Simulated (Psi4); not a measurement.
# B3LYP/6-31G(d) (spherical functions) run of AlCl2F (SMILES [F][Al]([Cl])[Cl])

Aim: the energy change on altering one bond length of AlCl2F at B3LYP/6-31G* (spherical functions), from 2 runs. 

The calculation is run with Psi4 1.11.

1 further run of the same task is left out (set aside as unsound or not needed).

## 1. The system as given

The species is AlCl2F (4 atoms), meant as a singlet with charge 0. SMILES: `[F][Al]([Cl])[Cl]`. Geometry: a GFN2-xTB relaxation, a rough one for these elements and not checked as a minimum.

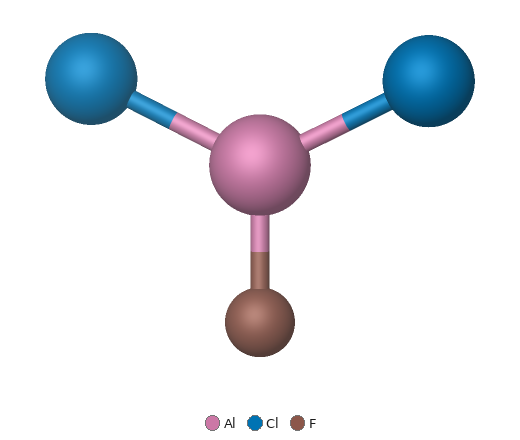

The structure, seen from a chosen angle (aluminium pink, chlorine blue, fluorine brown).

## 2. A single-point energy at B3LYP/6-31G(d) (spherical functions)

job.inp

```
memory 1600 MB

molecule {
  0 1
  Al    -0.017680    -0.029510    -0.000030
  Cl     1.994930    -0.186520     0.014240
  Cl    -1.111650     1.666840    -0.016240
  F     -0.865600    -1.450810     0.002030
  symmetry c1
  no_reorient
  no_com
}

set {
  basis 6-31G*
  puream true
  e_convergence 1e-09
  d_convergence 1e-08
  scf_type pk
  dft_radial_points 99
  dft_spherical_points 590
}

energy("b3lyp")
```

The run is started by

```sh
$ psi4 job.inp job.out -n 1
```

job.out:

```text
[...]
  Running in c1 symmetry.
[...]
  Nuclear repulsion =  247.327666045466202
[...]
  Multiplicity = 1
[...]
  Nalpha       = 28
  Nbeta        = 28
[...]
    Number of basis functions: 68
[...]
   @RKS iter   1: -1262.75455760418413   -2.45226e-01   7.71405e-03 DIIS/ADIIS
[...]
   @RKS iter  10: -1262.86737597078672   -7.04858e-12   5.50130e-09 DIIS
[...]
    Orbital Energies [Eh]
    ---------------------
    Doubly Occupied:
       1A   -101.539146     2A   -101.539125     3A    -56.122699
       4A    -24.673911     5A     -9.474515     6A     -9.474489
       7A     -7.233825     8A     -7.233796     9A     -7.229755
      10A     -7.229725    11A     -7.228926    12A     -7.228902
      13A     -4.217309    14A     -2.773160    15A     -2.769071
      16A     -2.768040    17A     -1.153078    18A     -0.850564
      19A     -0.839450    20A     -0.485479    21A     -0.432417
      22A     -0.428821    23A     -0.417511    24A     -0.393561
      25A     -0.368127    26A     -0.364580    27A     -0.356194
      28A     -0.344470
[...]
  @RKS Final Energy: -1262.86737597078672
   => Energetics <=
    Nuclear Repulsion Energy =            247.3276660454662021
    One-Electron Energy =               -2240.8038367739995920
    Two-Electron Energy =                 799.7874185160874276
    DFT Exchange-Correlation Energy =     -69.1786237583407200
    Empirical Dispersion Energy =           0.0000000000000000
    VV10 Nonlocal Energy =                  0.0000000000000000
    Total Energy =                      -1262.8673759707867248
[...]
 Multipole Moments:
 ------------------------------------------------------------------------------------
     Multipole            Electronic (a.u.)      Nuclear  (a.u.)        Total (a.u.)
 ------------------------------------------------------------------------------------
 L = 1.  Multiply by 2.5417464519 to convert [e a0] to [Debye]
 Dipole X            :        -13.0875860           13.2196169            0.1320309
 Dipole Y            :        -21.9340544           22.1561318            0.2220774
 Dipole Z            :          0.0299583           -0.0304624           -0.0005041
 Magnitude           :                                                    0.2583617
[...]
```

It took 6 s on 1 thread of Intel Xeon 6975P-C (Granite Rapids), shared host; peak memory 0.58 GiB.

## 3. The distorted shape: energy and gradient at B3LYP/6-31G(d) (spherical functions)

input.json

```json
{
 "schema_name": "qcschema_input",
 "schema_version": 1,
 "molecule": {
  "schema_name": "qcschema_molecule",
  "schema_version": 2,
  "symbols": ["Al", "Cl", "Cl", "F"],
  "geometry": [0.27672771, -0.53667655, 0.00453912, 4.08000941, -0.83338245, 0.03150551, -2.10071405, 3.14987109, -0.03068915, -1.32560886, -3.22254429, 0.00843196],
  "molecular_charge": 0,
  "molecular_multiplicity": 1,
  "fix_symmetry": "c1"
 },
 "driver": "gradient",
 "model": {
  "method": "b3lyp",
  "basis": "6-31G*"
 },
 "keywords": {
  "puream": true,
  "e_convergence": 1e-09,
  "d_convergence": 1e-08,
  "scf_type": "pk",
  "dft_radial_points": 99,
  "dft_spherical_points": 590,
  "scf_properties": ["MULLIKEN_CHARGES", "WIBERG_LOWDIN_INDICES", "DIPOLE"]
 }
}
```

The run is started by

```sh
$ psi4 --qcschema input.json -n 1 --memory 1600MB
```

stdout (excerpt; [...] marks lines left out):

```text
[...]
  Running in c1 symmetry.
[...]
  Nuclear repulsion =  234.741760214395470
[...]
  Multiplicity = 1
[...]
  Nalpha       = 28
  Nbeta        = 28
[...]
    Number of basis functions: 68
[...]
   @RKS iter   1: -1262.74041460218791   -3.83279e-01   7.70140e-03 DIIS/ADIIS
[...]
   @RKS iter  11: -1262.85600911787060   -9.09495e-13   3.39086e-09 DIIS
[...]
  @RKS Final Energy: -1262.85600911787060
   => Energetics <=
    Nuclear Repulsion Energy =            234.7417602143954696
    One-Electron Energy =               -2215.4417588610558596
    Two-Electron Energy =                 786.9613487487688417
    DFT Exchange-Correlation Energy =     -69.1173592199790932
    Empirical Dispersion Energy =           0.0000000000000000
    VV10 Nonlocal Energy =                  0.0000000000000000
    Total Energy =                      -1262.8560091178705989
[...]
 Multipole Moments:
 ------------------------------------------------------------------------------------
     Multipole            Electronic (a.u.)      Nuclear  (a.u.)        Total (a.u.)
 ------------------------------------------------------------------------------------
 L = 1.  Multiply by 2.5417464519 to convert [e a0] to [Debye]
 Dipole X            :          0.0062991            0.4373103            0.4436094
 Dipole Y            :         -1.0292996            0.8395006           -0.1897991
 Dipole Z            :          0.0053178           -0.0015734            0.0037444
 Magnitude           :                                                    0.4825215
[...]
  Mulliken Charges: (a.u.)
   Center  Symbol    Alpha    Beta     Spin     Total
       1    AL     6.05423  6.05423  0.00000  0.89153
       2    CL     8.57180  8.57180  0.00000 -0.14359
       3    CL     8.66436  8.66436  0.00000 -0.32872
       4     F     4.70961  4.70961  0.00000 -0.41922
   Total alpha = 28.00000, Total beta = 28.00000, Total charge = -0.00000
  Wiberg Bond Indices using Orthogonal Lowdin Orbitals:
[...]
  -Total Gradient:
     Atom            X                  Y                   Z
    ------   -----------------  -----------------  -----------------
       1        0.053219920365    -0.029584804525     0.000502372593
       2       -0.023730351592    -0.003083531766    -0.000139667208
       3       -0.028467000341     0.040101826957    -0.000398653882
       4       -0.001014966414    -0.007426023283     0.000035958621
[...]
```

The result, in JSON:

```text
{
 "driver": "gradient",
 "model": {
  "method": "b3lyp",
  "basis": "6-31G*"
 },
 "success": true,
 "return_result": [0.053219920364522846, -0.029584804525301964, 0.0005023725934948466, -0.02373035159240469, -0.0030835317658397705, -0.00013966720809467084, -0.028467000341346485, 0.04010182695705988, -0.00039865388181961245, -0.001014966414174867, -0.0074260232834837125, 3.5958621482213264e-05],
 "properties": {
  "calcinfo_nbasis": 68,
  "calcinfo_nmo": 68,
  "calcinfo_nalpha": 28,
  "calcinfo_nbeta": 28,
  "calcinfo_natom": 4,
  "nuclear_repulsion_energy": 234.74176021439547,
  "return_energy": -1262.8560091178706,
  "return_gradient": [0.053219920364522846, -0.029584804525301964, 0.0005023725934948466, -0.02373035159240469, -0.0030835317658397705, -0.00013966720809467084, -0.028467000341346485, 0.04010182695705988, -0.00039865388181961245, -0.001014966414174867, -0.0074260232834837125, 3.5958621482213264e-05],
  "scf_one_electron_energy": -2215.441758861056,
  "scf_two_electron_energy": 786.9613487487688,
  "scf_xc_energy": -69.1173592199791,
  "scf_dipole_moment": [0.4436094187487325, -0.1897990621926846, 0.0037444350375850574],
  "scf_total_energy": -1262.8560091178706,
  "scf_total_gradient": [0.053219920364522846, -0.029584804525301964, 0.0005023725934948466, -0.02373035159240469, -0.0030835317658397705, -0.00013966720809467084, -0.028467000341346485, 0.04010182695705988, -0.00039865388181961245, -0.001014966414174867, -0.0074260232834837125, 3.5958621482213264e-05],
  "scf_iterations": 11
 }
}
```

Wall time 9.6 s (1 thread of Intel Xeon 6975P-C (Granite Rapids), shared host); peak memory 0.58 GiB.

## 4. Outcome

Level: B3LYP/6-31G* (spherical functions).

```
                                                           quantity           value
                                          first shape: total energy  -1262.86738 Eh
                                         first shape: dipole moment          0.66 D
                                           first shape: HOMO energy        -9.37 eV
                                           first shape: LUMO energy        -1.42 eV
                                         first shape: HOMO–LUMO gap         7.96 eV
                                      distorted shape: total energy  -1262.85601 Eh
                                     distorted shape: dipole moment          1.23 D
                                       distorted shape: HOMO energy        -8.90 eV
                                       distorted shape: LUMO energy        -2.33 eV
                                     distorted shape: HOMO–LUMO gap         6.57 eV
                          distorted shape: largest force on an atom      3.131 eV/Å
energy change with the Al1–Cl3 bond stretched from 2.019 to 2.321 Å        0.309 eV
```

In words: With the Al1–Cl3 bond stretched from 2.019 to 2.321 Å the energy rises by 0.31 eV (29.8 kJ/mol). The first shape isn't relaxed at this level, so the change isn't measured from a minimum.
